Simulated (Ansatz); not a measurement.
# ClH4NSi: the cost of one run

Method: PBE0-D4/def2-TZVP structures, single points in def2-TZVPP, no counterpoise correction; program: Ansatz 0.2.0, Gaussian basis.

Levels: SPW92, PBE-D4, BLYP-D4, r2SCAN-D4, B97M-V, PBE0-D4, B3LYP-D4, r2SCAN0-D4, BHLYP-D4, CAM-B3LYP-D4, wB97X-V, wB97M-V, B2PLYP, PBE-QIDH, RPA on PBE, Hartree-Fock, MP2, CCSD, CCSD(T).

Cores are frozen in the correlated methods. B3LYP uses VWN-RPA correlation. B2PLYP carries no dispersion term here.

94 further runs of the same task are left out: 94 set aside as unsound or not needed. Runs told in other sessions of the task aren't counted.

**1. Starting geometry**

The complex: 12 atoms, charge 0, spin multiplicity 1.

Atoms are counted from 1 here; the program's logs count them from 0.

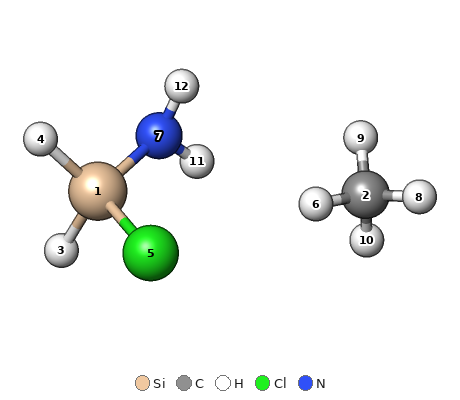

The starting geometry (silicon light orange, carbon grey, hydrogen white, chlorine green, nitrogen blue); atoms are numbered from 1 in the order of the file.

As a file:

```xyz
12
charge 0, multiplicity 1
Si   -1.46053    1.34922   -0.99759
C     1.23758   -1.75970    1.05144
H    -1.55383    1.13190   -2.45639
H    -2.13433    2.58472   -0.54564
Cl   -2.50966   -0.21547   -0.13101
H     0.21870   -1.38045    0.98084
N     0.18224    1.44348   -0.56810
H     1.30411   -2.47806    1.86813
H     1.92616   -0.93595    1.24264
H     1.50880   -2.25198    0.11728
H     0.83446    0.75775   -0.91495
H     0.44621    1.75454    0.35333
```

Its parts: ClH₄NSi holds atoms 1, 3, 4, 5, 7, 11, 12; CH₄ holds atoms 2, 6, 8, 9, 10. Each part counts its atoms afresh in its own runs.

**2. Relaxing ClH₄NSi alone**

Contents of relax-a/in.yaml:

```yaml
crystal:
  periodic: [false, false, false]
  atoms:
    - {symbol: Si, position_ang: [-1.460531, 1.349224, -0.997586]}
    - {symbol: H, position_ang: [-1.553828, 1.131898, -2.456386]}
    - {symbol: H, position_ang: [-2.134331, 2.584715, -0.545638]}
    - {symbol: Cl, position_ang: [-2.509662, -0.215472, -0.131010]}
    - {symbol: N, position_ang: [0.182240, 1.443485, -0.568095]}
    - {symbol: H, position_ang: [0.834458, 0.757749, -0.914947]}
    - {symbol: H, position_ang: [0.446209, 1.754543, 0.353327]}
basis:
  gaussian: {orbitals: def2-TZVP}
hamiltonian: {xc: pbe0, dispersion: d4}
relax: {f_tol: 0.005, max_steps: 200}
```

On the command line:

```console
> ansatz run in.yaml --threads 4 --pin off --events-out ev --progress --plain --max-ram 9574MiB
```

**Question.** How long does this run take on 4 threads of Arm Neoverse V2, shared host?

About 6.5 s.
